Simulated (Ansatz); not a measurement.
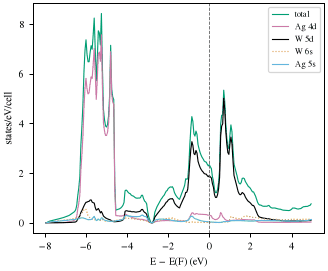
Figure: Total and projected density of states of AgW (rock salt, Fm-3m), PBE (plane waves, PAW; program Ansatz)

Task: Which orbitals carry the states next to the Fermi level?

Result: Within 0.5 eV of the Fermi level: W 5d 81 %, Ag 4d 12 %. Projections are on Löwdin-orthogonalised atomic valence shells; empty p or d shells of many metals are not among them.

Task: Where is the tallest occupied peak in this window, and what makes it?

Result: Near -5.2 eV, about 8.4 states/eV per cell; the largest projected share is Ag 4d.

The start of the workflow was typed in or built on a structure type; neither database checked (COD, Materials Project) lists it. Its standing as an ambient phase is unchecked. The cell was relaxed with PBE under the symmetry of its start; whether a distortion lowers the energy is not shown. No spin polarisation was allowed. The volume moved by 16 % from the start of the relaxation. Its formation energy is positive at this level, so the cell may be metastable or incomplete. Scalar-relativistic: spin–orbit coupling is off unless named, which matters more the heavier the elements.

Potentials: the earlier of the program's two PAW sets.
